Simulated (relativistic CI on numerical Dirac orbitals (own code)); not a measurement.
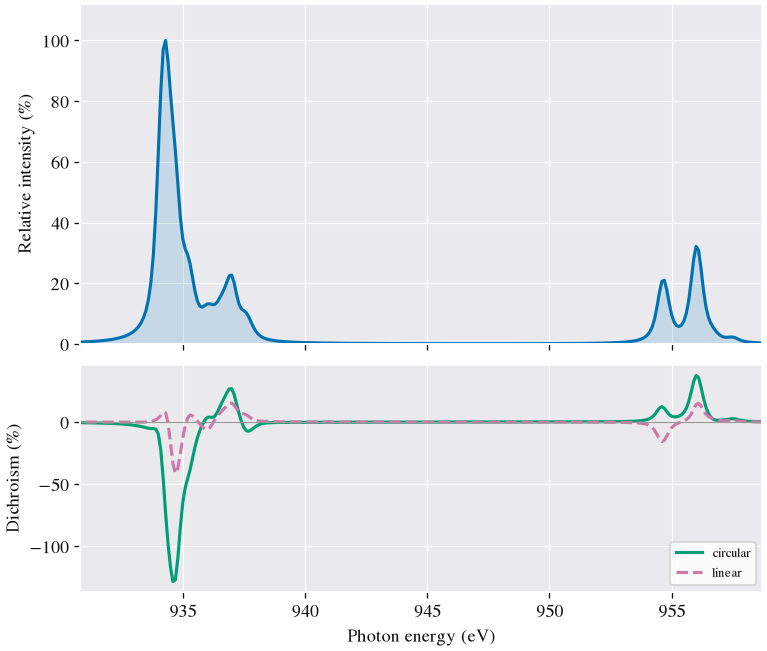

Computed core-level spectrum (absorption) of an ion of charge +3 in a field of Oh symmetry with 10Dq = 7,900 cm⁻¹. Multiplet model: relativistic Dirac–Coulomb–Breit theory, one configuration a step, Slater integrals scaled by 0.8, 300 K, Voigt broadening (Lorentzian 0.4 eV, Gaussian 0.3 eV full widths), computed with a radial Dirac CI code. Dichroism is for the ground state at zero temperature, magnetised by an exchange field of 10 meV on Sz (linear: z less the mean of x and y).

> Which element and which edge or line is it?

L₂,₃ X-ray absorption of Cu IV (Cu³⁺), initial configuration [Ar] 3d⁸. The main maxima lie at 934.3 eV (100), 937.0 eV (23), 954.7 eV (21) and 956.0 eV (32), heights in % of the largest; the centroid is at 939.7 eV. The lower edge holds 0.77 of the intensity (branching ratio, edges parted at 946 eV), and the core spin-orbit splitting of the orbitals is 21.1 eV. The ground state has S = 1.00. The circular dichroism (Δm = −1 less Δm = +1) is largest at 934.6 eV, −128 % of the isotropic maximum; its integrals over the lower and upper edge are −0.177 and 0.067 of the sum over the three polarisations. The magnetised ground state has ⟨Lz⟩ = −0.42 and ⟨Sz⟩ = −0.99.

Caveat: free-ion energies, so absolute edge positions are off by a few eV from solids.
